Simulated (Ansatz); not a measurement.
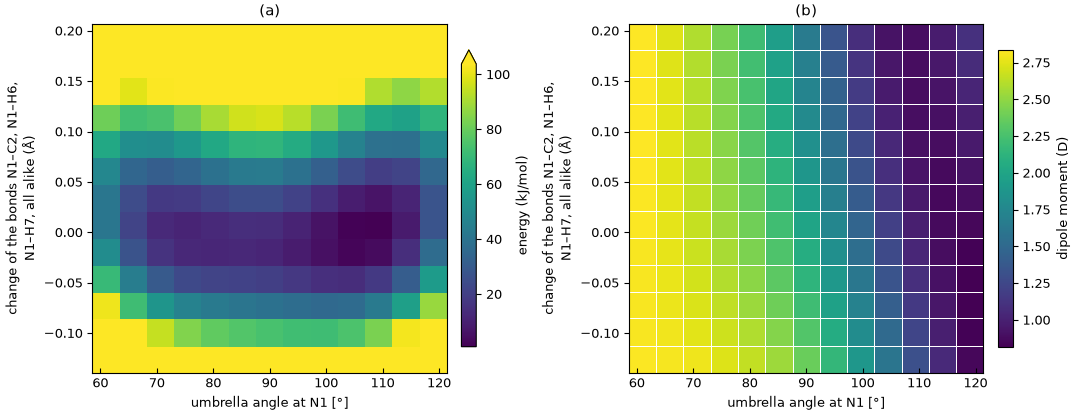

C2H4FNO, SMILES NC=C(O)F. The first coordinate is: umbrella angle at N1 (between each of its bonds and their common axis; 90 is planar); the second: change of the bonds N1–C2, N1–H6, N1–H7, all alike. Nothing is relaxed (all other coordinates rigid). The grid has 13 × 13 points. Points are written as (first, second). Energies are in kJ/mol, from the relaxed molecule at the same level. Theory: RKS CAM-B3LYP-D4/def2-SVP (Ansatz).

Panel (a) is the energy and panel (b) the computed dipole moment on the same grid.

In the figure: one coloured cell a grid point, one colour for all values above the top of the scale.

How does the dipole moment vary over the map, and what is it at the lowest grid point?

Leaving out the highest fifth of the energies, it runs from 0.82 D at (119.0°, −0.072 Å) to 2.84 D at (61.0°, 0.141 Å). At the lowest grid point, (109.3°, 0.008 Å), it is 0.99 D.
